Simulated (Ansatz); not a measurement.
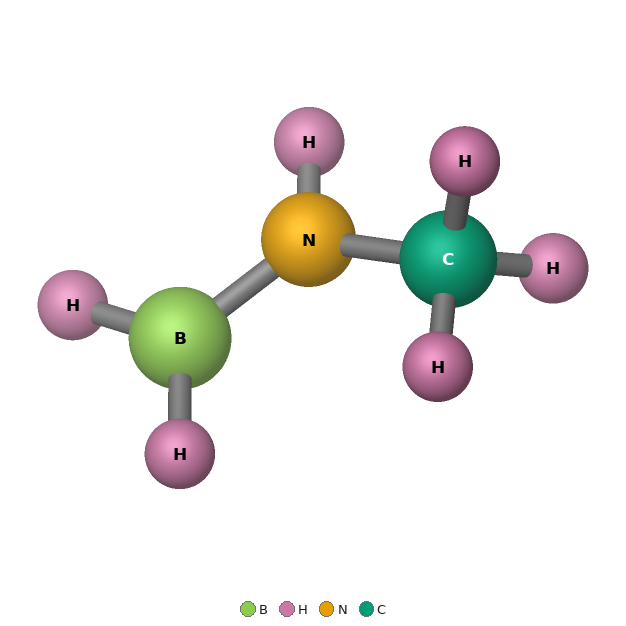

Rendered structure (ball-and-stick style). Every bond is drawn as one stick, whatever its order.

Which formula does it have?

CH₆BN, 9 atoms: 1 carbon, 6 hydrogen, 1 boron and 1 nitrogen.

How many bonds of each kind are drawn?

3 C–H, 2 B–H, 1 C–N, 1 B–N, 1 N–H. Sticks follow a distance rule.

More results for the same structure follow; atom numbers are the same in all pictures, views and colours differ. The computed structure is the end point of a PBE0-D4/def2-TZVP optimisation.

**Geometry**

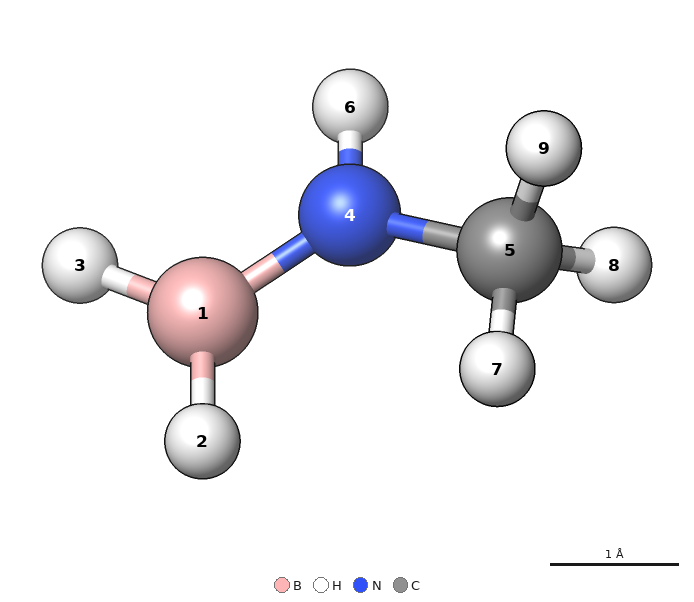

Atoms carry their numbers in the input.

Estimate the angles H2–B1–N4, H3–B1–N4, B1–N4–C5, B1–N4–H6, C5–N4–H6, N4–C5–H7, N4–C5–H8.

```json
{"angle": "H2–B1–N4", "degrees": "118.9"}
{"angle": "H3–B1–N4", "degrees": "118.8"}
{"angle": "B1–N4–C5", "degrees": "127.0"}
{"angle": "B1–N4–H6", "degrees": "119.2"}
{"angle": "C5–N4–H6", "degrees": "113.9"}
{"angle": "N4–C5–H7", "degrees": "109.0"}
{"angle": "N4–C5–H8", "degrees": "111.5"}
```

**Dipole moment**

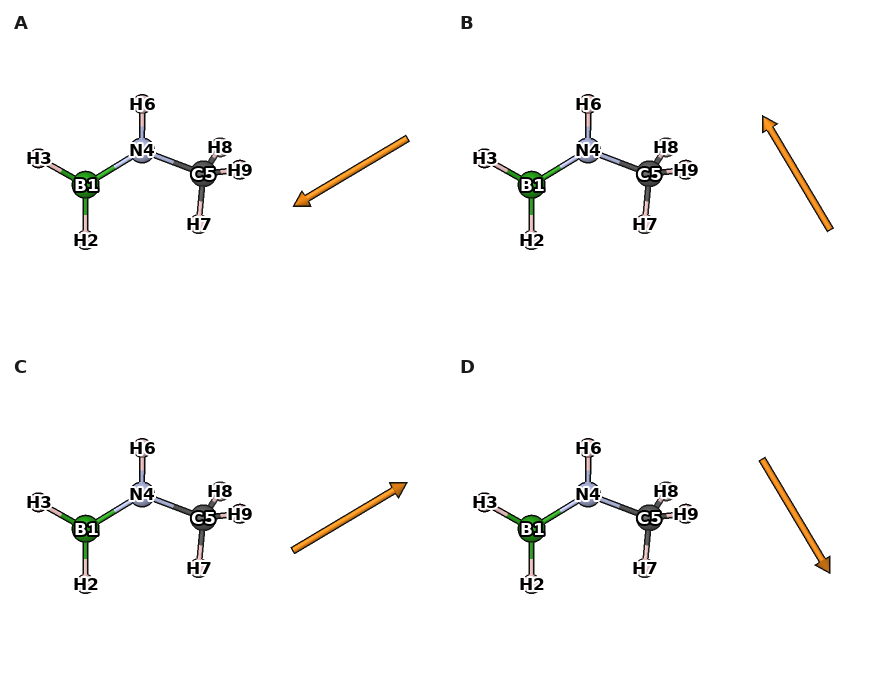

The same molecule four times, each with an arrow. Level of theory: RKS PBE0-D4/def2-TZVP (Ansatz 0.2.0).

Which arrow points along the dipole moment, from the negative to the positive end?

C. The dipole moment is 2.08 D; it points from the side of H2, H3 to the side of H8, H9 (the outermost atoms at the two ends).

**Electronic properties**

Level of theory: CCSD(T)/CBS estimate, frozen core: MP2 correlation extrapolated from def2-TZVPP and def2-QZVPP, CCSD(T) minus MP2 from the smaller set (Ansatz 0.2.0).

Give the T1 diagnostic at this level.

0.012.

**Vibrations**

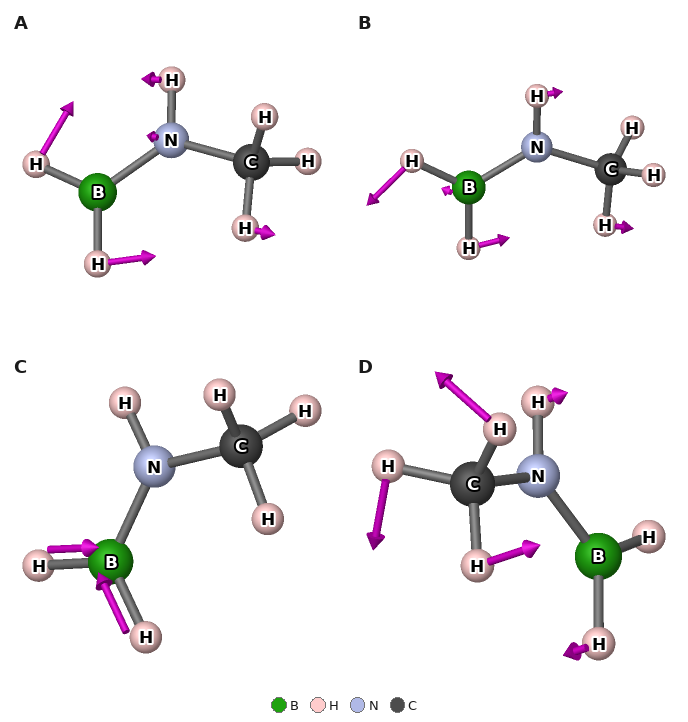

4 normal modes of one molecule or complex, as arrows. Harmonic vibrations computed with RKS PBE0-D4/def2-TZVP (Ansatz 0.2.0) at a stationary point of the same level.

Match the panels to the wavenumbers 183 cm⁻¹, 898 cm⁻¹, 1203 cm⁻¹, 2568 cm⁻¹.

A: 1203 cm⁻¹
B: 898 cm⁻¹, H–B–N bending
C: 2568 cm⁻¹, in-phase stretching of 2 B–H bonds
D: 183 cm⁻¹, a torsion or out-of-plane motion in which bond lengths and bond angles hardly change
